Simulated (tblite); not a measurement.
## C₂H₁₄FNSi₄: geometry relaxation (part 4 of 4)

Continued. System: C₂H₁₄FNSi₄. Method: GFN2-xTB geometry optimisation, gas phase (tblite 0.8.0). It belongs to a series of runs on one base structure; here: P replaced by N.

Geometry of the input (Å):
```
F  -1.1425  0.0760  -2.3608
Si -0.2995  0.3395  -1.0426
C  1.0694  -0.9743  -0.9422
C  1.8756  -1.0700  0.3462
Si 3.0807  0.3035  0.7486
N  -1.3031  0.3449  0.3167
Si -2.2018  1.7736  0.3462
Si -2.3375  -0.9727  0.3325
H  0.3926  1.6402  -1.1643
H  1.7326  -0.8111  -1.7899
H  0.5820  -1.9455  -1.1236
H  2.4635  -2.0036  0.3006
H  1.1981  -1.1986  1.2216
H  4.0295  0.4691  -0.3954
H  3.8420  -0.0052  1.9751
H  2.3445  1.5803  0.9487
H  -3.0762  1.9063  -0.8362
H  -3.0351  1.7942  1.5765
H  -1.2867  2.9349  0.4382
H  -1.5395  -2.2237  0.3004
H  -3.1013  -0.9853  1.6077
H  -3.2976  -0.9529  -0.8047
```

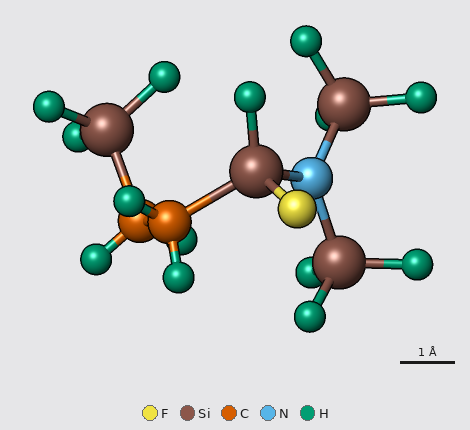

**Figure 1.** The geometry at step 237 of the log (ball-and-stick view, seen at a tilt).

**Trajectory as extended XYZ, continued**
```
22
Properties=species:S:1:pos:R:3:forces:R:3 step=208 energy=-711.03570
F    -0.9949   -0.3424   -2.7842    0.0070   0.0050   0.0020
Si   -0.2037    0.2301   -1.4887   -0.0090  -0.0100   0.0110
C     1.1749   -1.0139   -1.1059   -0.0090   0.0070  -0.0040
C     1.5865   -1.0706    0.3662    0.0040  -0.0030  -0.0050
Si    2.5169    0.4692    0.9698   -0.0030   0.0070  -0.0050
N    -1.3434    0.3413   -0.1886   -0.0060   0.0110  -0.0010
Si   -1.8069    1.8725    0.5041    0.0190   0.0010  -0.0050
Si   -2.2109   -1.0838    0.3348    0.0020  -0.0040  -0.0130
H     0.2229    1.5562   -1.8995    0.0050  -0.0130  -0.0060
H     2.0492   -0.7872   -1.7197    0.0030  -0.0100   0.0070
H     0.8348   -2.0049   -1.4221   -0.0010   0.0130  -0.0010
H     2.2128   -1.9528    0.5263    0.0060  -0.0040   0.0050
H     0.6916   -1.2143    0.9766    0.0030  -0.0030  -0.0030
H     3.7691    0.5968    0.2131   -0.0010   0.0050  -0.0030
H     2.8450    0.2922    2.3883    0.0030  -0.0030   0.0040
H     1.7145    1.6799    0.7914   -0.0050  -0.0030   0.0040
H    -3.0671    2.3267   -0.0910   -0.0120  -0.0050   0.0100
H    -1.9549    1.6675    1.9456   -0.0060   0.0080  -0.0060
H    -0.7409    2.8331    0.2245   -0.0020  -0.0080   0.0000
H    -1.5917   -2.2601   -0.2710   -0.0050   0.0100   0.0060
H    -2.0982   -1.1354    1.7957   -0.0020  -0.0090  -0.0010
H    -3.6160   -0.9808   -0.0664    0.0100   0.0070   0.0040
22
Properties=species:S:1:pos:R:3:forces:R:3 step=215 energy=-711.03654
F    -0.9787   -0.3550   -2.7857   -0.0090  -0.0060  -0.0080
Si   -0.1997    0.2244   -1.4868    0.0150   0.0010  -0.0010
C     1.1767   -1.0183   -1.0931    0.0000  -0.0050  -0.0010
C     1.5912   -1.0714    0.3780    0.0000   0.0080   0.0000
Si    2.5139    0.4772    0.9704    0.0040   0.0080   0.0090
N    -1.3501    0.3433   -0.1977    0.0000   0.0030  -0.0050
Si   -1.8002    1.8727    0.5061   -0.0170   0.0090   0.0150
Si   -2.2223   -1.0810    0.3193   -0.0110  -0.0080  -0.0140
H     0.2302    1.5452   -1.9091    0.0070   0.0070   0.0020
H     2.0522   -0.7990   -1.7076    0.0000  -0.0040  -0.0040
H     0.8321   -2.0087   -1.4038   -0.0010  -0.0120  -0.0100
H     2.2213   -1.9509    0.5392    0.0000   0.0040   0.0010
H     0.6979   -1.2166    0.9900   -0.0020  -0.0050   0.0010
H     3.7601    0.6141    0.2052   -0.0040   0.0020   0.0000
H     2.8544    0.3104    2.3881   -0.0050   0.0000  -0.0110
H     1.6954    1.6766    0.7874    0.0020   0.0000   0.0130
H    -3.0761    2.3253   -0.0583    0.0070  -0.0090   0.0030
H    -1.9278    1.6673    1.9505    0.0100   0.0070  -0.0150
H    -0.7408    2.8336    0.2052   -0.0050  -0.0070   0.0020
H    -1.6346   -2.2505   -0.3291   -0.0050   0.0050   0.0050
H    -2.0700   -1.1711    1.7746   -0.0080  -0.0030   0.0070
H    -3.6358   -0.9482   -0.0438    0.0230   0.0070   0.0110
22
Properties=species:S:1:pos:R:3:forces:R:3 step=222 energy=-711.03728
F    -0.9658   -0.3646   -2.7941   -0.0010   0.0030  -0.0070
Si   -0.1894    0.2218   -1.4963   -0.0030  -0.0080   0.0040
C     1.1810   -1.0240   -1.0916    0.0040  -0.0040  -0.0030
C     1.5876   -1.0707    0.3822    0.0000  -0.0040  -0.0060
Si    2.4980    0.4838    0.9794   -0.0120   0.0010  -0.0060
N    -1.3463    0.3441   -0.2132   -0.0060  -0.0010   0.0070
Si   -1.7925    1.8696    0.5020    0.0020  -0.0150   0.0190
Si   -2.2190   -1.0766    0.3130    0.0020   0.0060   0.0040
H     0.2411    1.5421   -1.9208    0.0050  -0.0060   0.0020
H     2.0599   -0.8108   -1.7035    0.0050   0.0020   0.0040
H     0.8338   -2.0142   -1.4023    0.0040  -0.0040   0.0130
H     2.2226   -1.9451    0.5512    0.0030  -0.0070  -0.0110
H     0.6921   -1.2217    0.9899   -0.0010   0.0060  -0.0070
H     3.7522    0.6262    0.2285   -0.0040  -0.0010   0.0000
H     2.8190    0.3214    2.4011    0.0060  -0.0020   0.0050
H     1.6746    1.6773    0.7848   -0.0020   0.0120   0.0100
H    -3.0954    2.2963   -0.0154   -0.0070   0.0030  -0.0080
H    -1.8634    1.6746    1.9513    0.0080  -0.0020   0.0000
H    -0.7557    2.8392    0.1601    0.0040   0.0180  -0.0100
H    -1.6885   -2.2427   -0.3861    0.0080  -0.0020  -0.0040
H    -2.0156   -1.2105    1.7598    0.0050   0.0070  -0.0020
H    -3.6408   -0.8960    0.0191   -0.0200  -0.0010  -0.0050
22
Properties=species:S:1:pos:R:3:forces:R:3 step=230 energy=-711.03797
F    -0.9474   -0.3741   -2.8105    0.0030   0.0010   0.0040
Si   -0.1825    0.2123   -1.5058   -0.0030   0.0130  -0.0050
C     1.1833   -1.0320   -1.0832   -0.0010   0.0030   0.0020
C     1.5825   -1.0637    0.3924    0.0010   0.0030   0.0110
Si    2.4835    0.4971    0.9886    0.0040  -0.0090   0.0010
N    -1.3537    0.3422   -0.2361    0.0080  -0.0030   0.0000
Si   -1.7798    1.8635    0.4997   -0.0060  -0.0070   0.0090
Si   -2.2276   -1.0754    0.2959    0.0080   0.0040   0.0010
H     0.2580    1.5303   -1.9286   -0.0020  -0.0100   0.0040
H     2.0669   -0.8285   -1.6913    0.0010   0.0020  -0.0110
H     0.8348   -2.0253   -1.3808    0.0030  -0.0100  -0.0060
H     2.2182   -1.9363    0.5692   -0.0010   0.0050   0.0090
H     0.6836   -1.2102    0.9958    0.0000  -0.0120   0.0000
H     3.7340    0.6467    0.2330   -0.0050   0.0060  -0.0040
H     2.8156    0.3283    2.4078    0.0010   0.0000  -0.0020
H     1.6541    1.6894    0.8096   -0.0020  -0.0010   0.0040
H    -3.1085    2.2728    0.0353   -0.0010  -0.0010   0.0040
H    -1.7841    1.6722    1.9521    0.0070   0.0010  -0.0100
H    -0.7725    2.8452    0.1079    0.0060   0.0130  -0.0050
H    -1.7577   -2.2298   -0.4644   -0.0040   0.0080   0.0050
H    -1.9536   -1.2577    1.7265   -0.0010   0.0030  -0.0020
H    -3.6575   -0.8477    0.0860   -0.0130  -0.0100  -0.0080
22
Properties=species:S:1:pos:R:3:forces:R:3 step=237 energy=-711.03837
F    -0.9329   -0.3938   -2.8166   -0.0010   0.0010  -0.0010
Si   -0.1763    0.2023   -1.5120    0.0020  -0.0060   0.0030
C     1.1872   -1.0409   -1.0746    0.0000   0.0040   0.0010
C     1.5789   -1.0616    0.4040    0.0040  -0.0020  -0.0040
Si    2.4669    0.5084    0.9960   -0.0080   0.0030  -0.0040
N    -1.3578    0.3436   -0.2530    0.0040  -0.0030   0.0000
Si   -1.7623    1.8619    0.5014   -0.0020   0.0030  -0.0180
Si   -2.2380   -1.0701    0.2787   -0.0030   0.0030  -0.0020
H     0.2666    1.5170   -1.9403    0.0030   0.0010   0.0000
H     2.0731   -0.8410   -1.6811   -0.0010   0.0070   0.0060
H     0.8428   -2.0374   -1.3683   -0.0060   0.0080   0.0070
H     2.2216   -1.9271    0.5893    0.0020  -0.0050   0.0010
H     0.6783   -1.2149    1.0029    0.0030   0.0010  -0.0010
H     3.7051    0.6751    0.2246    0.0020   0.0050  -0.0030
H     2.8182    0.3428    2.4109    0.0000  -0.0070  -0.0020
H     1.6220    1.6923    0.8315   -0.0020  -0.0060   0.0030
H    -3.1091    2.2622    0.0838   -0.0010  -0.0030   0.0060
H    -1.7144    1.6703    1.9522    0.0090  -0.0010   0.0110
H    -0.7774    2.8529    0.0752    0.0000  -0.0010  -0.0050
H    -1.8165   -2.2131   -0.5243    0.0020  -0.0040  -0.0040
H    -1.9154   -1.2945    1.6930   -0.0080   0.0050   0.0110
H    -3.6710   -0.8149    0.1256    0.0050  -0.0020  -0.0050
22
Properties=species:S:1:pos:R:3:forces:R:3 step=245 energy=-711.03897
F    -0.9346   -0.3972   -2.8150    0.0080   0.0030   0.0050
Si   -0.1741    0.1980   -1.5120   -0.0010   0.0070   0.0070
C     1.1904   -1.0437   -1.0748    0.0000   0.0020  -0.0030
C     1.5840   -1.0701    0.4030   -0.0040   0.0090  -0.0070
Si    2.4553    0.5079    0.9992   -0.0040  -0.0010   0.0010
N    -1.3551    0.3464   -0.2536   -0.0090  -0.0010   0.0020
Si   -1.7578    1.8662    0.4991    0.0020  -0.0040  -0.0110
Si   -2.2385   -1.0646    0.2797   -0.0250  -0.0070  -0.0160
H     0.2768    1.5097   -1.9410   -0.0050   0.0070  -0.0040
H     2.0752   -0.8352   -1.6801    0.0020  -0.0140   0.0000
H     0.8486   -2.0398   -1.3721    0.0050   0.0010  -0.0030
H     2.2356   -1.9307    0.5829   -0.0090   0.0110  -0.0040
H     0.6849   -1.2354    1.0012    0.0050   0.0010   0.0050
H     3.6899    0.6916    0.2255   -0.0010   0.0020   0.0030
H     2.8076    0.3384    2.4132    0.0080  -0.0060   0.0030
H     1.5998    1.6853    0.8432   -0.0060  -0.0100   0.0000
H    -3.1170    2.2511    0.1062    0.0120  -0.0070   0.0130
H    -1.6711    1.6822    1.9492   -0.0050   0.0010   0.0130
H    -0.7909    2.8657    0.0523    0.0010  -0.0030  -0.0180
H    -1.8196   -2.2065   -0.5272    0.0080  -0.0010   0.0150
H    -1.9269   -1.2850    1.6966    0.0080   0.0000   0.0070
H    -3.6729   -0.8149    0.1238    0.0110   0.0090  -0.0090
22
Properties=species:S:1:pos:R:3:forces:R:3 step=252 energy=-711.04080
F    -0.9310   -0.4285   -2.8154    0.0050   0.0120  -0.0020
Si   -0.1732    0.1885   -1.5213   -0.0060  -0.0070  -0.0010
C     1.1969   -1.0431   -1.0766    0.0080  -0.0180   0.0060
C     1.5831   -1.0711    0.4023    0.0060  -0.0170   0.0100
Si    2.4237    0.5155    1.0146    0.0080  -0.0070  -0.0030
N    -1.3589    0.3458   -0.2685    0.0080   0.0050   0.0040
Si   -1.7264    1.8661    0.5006    0.0340   0.0270  -0.0020
Si   -2.2499   -1.0575    0.2719    0.0050   0.0020  -0.0030
H     0.2756    1.4965   -1.9631   -0.0100   0.0100  -0.0090
H     2.0869   -0.8312   -1.6730   -0.0080   0.0070  -0.0120
H     0.8642   -2.0404   -1.3792   -0.0060  -0.0110   0.0010
H     2.2488   -1.9208    0.5779    0.0080  -0.0130   0.0030
H     0.6885   -1.2562    1.0012   -0.0200   0.0020  -0.0200
H     3.6367    0.7526    0.2207   -0.0080   0.0050   0.0130
H     2.8086    0.3125    2.4158    0.0110   0.0150   0.0050
H     1.5217    1.6617    0.9008    0.0040   0.0160   0.0090
H    -3.1103    2.2345    0.1859    0.0210  -0.0070   0.0200
H    -1.5447    1.6981    1.9458   -0.0180   0.0030  -0.0130
H    -0.7922    2.8681   -0.0132   -0.0400  -0.0240  -0.0010
H    -1.8301   -2.2060   -0.5243    0.0110  -0.0090   0.0160
H    -1.9486   -1.2657    1.6941    0.0040  -0.0020  -0.0130
H    -3.6798   -0.7999    0.1021   -0.0170   0.0110  -0.0060
22
Properties=species:S:1:pos:R:3:forces:R:3 step=260 energy=-711.04371
F    -0.9534   -0.4203   -2.8111    0.0070   0.0010  -0.0140
Si   -0.1733    0.1936   -1.5291    0.0030  -0.0060   0.0030
C     1.2007   -1.0410   -1.1002    0.0040  -0.0030   0.0010
C     1.5801   -1.0940    0.3805   -0.0010   0.0010  -0.0070
Si    2.3917    0.4911    1.0369    0.0060   0.0010  -0.0020
N    -1.3415    0.3576   -0.2623    0.0000  -0.0030   0.0030
Si   -1.7154    1.8811    0.4953   -0.0040   0.0090   0.0050
Si   -2.2285   -1.0424    0.2908    0.0050  -0.0070   0.0030
H     0.2726    1.5004   -1.9782   -0.0020   0.0060  -0.0060
H     2.0897   -0.8111   -1.6916    0.0020  -0.0020   0.0070
H     0.8753   -2.0348   -1.4226   -0.0010   0.0030   0.0030
H     2.2575   -1.9373    0.5442   -0.0060  -0.0060  -0.0070
H     0.6823   -1.3036    0.9669   -0.0080  -0.0030  -0.0060
H     3.5911    0.7833    0.2417    0.0030   0.0000   0.0020
H     2.7986    0.2496    2.4264    0.0030   0.0100   0.0000
H     1.4708    1.6272    0.9743   -0.0020   0.0000   0.0030
H    -3.1260    2.1972    0.2566   -0.0030  -0.0020   0.0050
H    -1.4573    1.7490    1.9317   -0.0010   0.0050   0.0040
H    -0.8518    2.8989   -0.0966    0.0040   0.0060  -0.0020
H    -1.7199   -2.2186   -0.4082   -0.0100  -0.0050  -0.0010
H    -2.0013   -1.1683    1.7350   -0.0070   0.0000   0.0060
H    -3.6523   -0.8381    0.0186    0.0060  -0.0040  -0.0010
22
Properties=species:S:1:pos:R:3:forces:R:3 step=267 energy=-711.04399
F    -0.9440   -0.4184   -2.8181    0.0020   0.0010   0.0000
Si   -0.1710    0.1944   -1.5310    0.0000   0.0000   0.0010
C     1.2021   -1.0404   -1.1001   -0.0010  -0.0010  -0.0040
C     1.5775   -1.0962    0.3813   -0.0010   0.0000  -0.0040
Si    2.3897    0.4882    1.0396    0.0020  -0.0010   0.0000
N    -1.3409    0.3581   -0.2651    0.0010  -0.0010   0.0010
Si   -1.7143    1.8825    0.4930   -0.0020  -0.0080   0.0050
Si   -2.2262   -1.0418    0.2923    0.0020   0.0040  -0.0040
H     0.2737    1.5020   -1.9796    0.0000   0.0030  -0.0010
H     2.0934   -0.8104   -1.6878    0.0000  -0.0010  -0.0010
H     0.8768   -2.0335   -1.4244    0.0000   0.0000  -0.0010
H     2.2519   -1.9420    0.5437    0.0010  -0.0020   0.0030
H     0.6770   -1.3055    0.9637   -0.0010   0.0010   0.0030
H     3.5831    0.7901    0.2392    0.0030  -0.0050  -0.0010
H     2.8070    0.2465    2.4258    0.0020   0.0030   0.0030
H     1.4636    1.6203    0.9871   -0.0050   0.0050   0.0000
H    -3.1306    2.1879    0.2755   -0.0030  -0.0020  -0.0020
H    -1.4391    1.7554    1.9271    0.0040   0.0060   0.0010
H    -0.8654    2.9043   -0.1134    0.0020   0.0010   0.0010
H    -1.7227   -2.2211   -0.4052    0.0000  -0.0020   0.0000
H    -2.0029   -1.1642    1.7375    0.0000  -0.0010   0.0000
H    -3.6491   -0.8369    0.0180   -0.0060  -0.0020  -0.0010
```

**Key numbers**

| quantity | value |
| --- | --- |
| outcome | converged |
| total energy | −711.0440 eV |
| hardware | 1 CPU thread, shared host |
| wall time | 5.3 s |
| peak memory | 0.18 GiB |
